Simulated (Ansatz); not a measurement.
The calculation's input:

```
crystal:
  periodic: [false, false, false]
  atoms:
    - {symbol: Sn, position_ang: [-0.969998, -0.315135, -1.609247]}
    - {symbol: Sn, position_ang: [0.618087, 1.179481, 2.024791]}
    - {symbol: S, position_ang: [1.619426, -0.241827, -1.365838]}
    - {symbol: S, position_ang: [-1.449672, -0.196109, 1.163713]}
    - {symbol: S, position_ang: [0.838787, 1.567136, -0.567275]}
    - {symbol: S, position_ang: [-0.656629, -1.993556, 0.353858]}
basis:
  gaussian: {orbitals: def2-TZVP, initial_orbitals: start.molden}
magnetization: {spin_polarized: true, initial_magnetization: 2}
hamiltonian: {xc: pbe0, dispersion: d4}
scf: {omitted_lower_state_checks: [starts]}
output: {orbitals: {seedname: orbitals}}
```

Launched as:

```sh
ansatz run in.yaml --threads 4 --pin off --events-out ev --progress --plain --max-ram 4787MiB
```

Geometry: PBE-D4/def2-SVP; core potentials replace the inner electrons of Sn.

All numbers below come from UKS PBE0-D4/def2-TZVP (Ansatz).

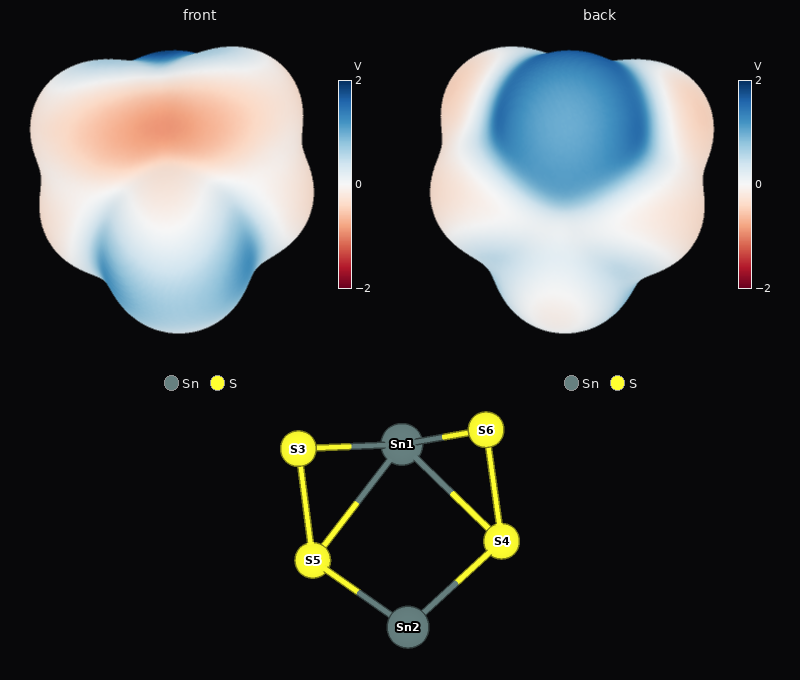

S$_{4}$Sn$_{2}$ (triplet). The electrostatic potential painted on the density surface at 0.002 e/bohr³, seen from the front and from behind; red is negative and blue positive. The bare structure is drawn below in the same view.

> Which sites attract a positive test charge, and which a negative one?

A positive charge is drawn to the negative regions and a negative charge to the positive ones. The most negative region (about −0.8 V) lies over S3 and S6, the most positive (about +1.8 V) over Sn1.
